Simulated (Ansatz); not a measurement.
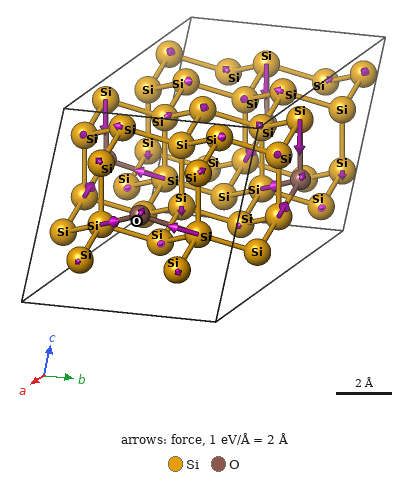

Starting geometry of a defect cell of composition Si16O with the computed forces as purple arrows. Style: ball-and-stick. Shown: the conventional cell (2 times the calculation's cell) (origin shifted), slightly off an axis. Lengths and directions refer to the drawn axes.

It is an interstitial O in diamond Si. The run prepares an end point of a later path (interstitial hop) calculation, from a guessed geometry.

The calculation used DFT PBE, scalar-relativistic, plane waves, PAW in Ansatz.

Input
```yaml
crystal:
  lattice:
    - [0.0, 5.43, 5.43]
    - [5.43, 0.0, 5.43]
    - [5.43, 5.43, 0.0]
  atoms:
    - { symbol: Si, position: [0.0, 0.0, 0.0] }
    - { symbol: Si, position: [0.125, 0.125, 0.125] }
    - { symbol: Si, position: [0.0, 0.0, 0.5] }
    - { symbol: Si, position: [0.125, 0.125, 0.625] }
    - { symbol: Si, position: [0.0, 0.5, 0.0] }
    - { symbol: Si, position: [0.125, 0.625, 0.125] }
    - { symbol: Si, position: [0.0, 0.5, 0.5] }
    - { symbol: Si, position: [0.125, 0.625, 0.625] }
    - { symbol: Si, position: [0.5, 0.0, 0.0] }
    - { symbol: Si, position: [0.625, 0.125, 0.125] }
    - { symbol: Si, position: [0.5, 0.0, 0.5] }
    - { symbol: Si, position: [0.625, 0.125, 0.625] }
    - { symbol: Si, position: [0.5, 0.5, 0.0] }
    - { symbol: Si, position: [0.625, 0.625, 0.125] }
    - { symbol: Si, position: [0.5, 0.5, 0.5] }
    - { symbol: Si, position: [0.625, 0.625, 0.625] }
    - { symbol: O, position: [0.3826843, 0.8726851, 0.8762801], spin: 1.0 }
magnetization:
  spin_polarized: true
basis:
  ecutwfc: 420.0
kpoints:
  mp_grid: { grid: [2, 2, 2] }
hamiltonian:
  xc: pbe
scf:
  occupations: { method: fermi_dirac, width: 0.05 }
  lower_state_search: "off"
relax:
  f_tol: 0.03
  max_steps: 60
  adjacent_minimum: "off"
output:
  write_density: true
  write_potential: true
  elf: true
  volumetric_format: npy
```

Run as
```bash
ansatz run input.yaml --threads 2 --pin off --max-ram 5120MiB --backend cpu --events-out ev --progress --plain --runs-dir out
```

Is this structure relaxed? If not, where do the atoms go?

It isn't relaxed: the largest force vector, on Si9, is 0.70 eV/Å. The final displacements have little in common with the starting forces (cosine between the two patterns 0.08). O17 moves most: 1.38 Å along [0 1 3]. Largest moves by element: O 1.38 Å, Si 0.38 Å. The cell doesn't change. Some distances before and after: Si1–O17 2.400 → 3.533 Å, Si14–O17 2.666 → 1.664 Å, Si11–O17 2.360 → 3.071 Å, Si9–O17 2.310 → 1.664 Å. New bonds form: Si14–O17 (2.67 → 1.66 Å). Among the angles between lasting bonds that change: Si9–Si10–Si13 109.5° → 92.3°, Si12–Si15–Si14 109.5° → 92.7°, Si14–Si15–Si16 109.5° → 121.5°. After 16 geometry steps the energy has fallen by 3.455 eV per cell of the calculation. The largest force component goes from 0.41 to 0.025 eV/Å. The program noted that the starting moments weren't kept. The run took 79 s on 2 threads of AMD EPYC 9R45 (Zen 5) (shared host), peak memory 0.86 GiB.

Limits of the set-up: the periodic images lie only 7.7 Å apart, so the values are limited by the cell's size.
